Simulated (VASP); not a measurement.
Data:

```
ScS
1.0
    4.07860     0.00000     0.00000
   -2.03930     3.53217     0.00000
    0.00000     0.00000     6.70383
Sc S
2 2
Direct
  0.33333   0.66667   0.00022
  0.66667   0.33333   0.50022
  0.33333   0.66667   0.37478
  0.66667   0.33333   0.87478
```

Calculation: PBE GGA, VASP's PBE PAW potentials (set 64) (plane waves; VASP 6.6.1). Run with 400 eV cut-off, 10×10×5 Γ-centred mesh, tetrahedra with Blöchl corrections, potentials Sc_sv S.

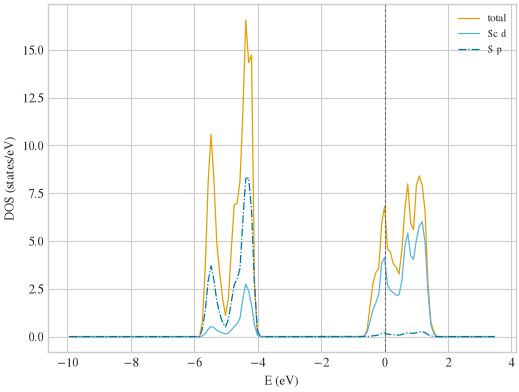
Figure. Total and projected density of states, zero at the Fermi level

Within 2 eV below the Fermi level the largest weight inside VASP's projection spheres is Sc d.

It has no gap at this level: it comes out as a metal or semimetal.

The structure was generated: ScS was put into the wurtzite type (P6_3mc), which need not be its known phase. It was relaxed first, which changed the volume by -25 %.
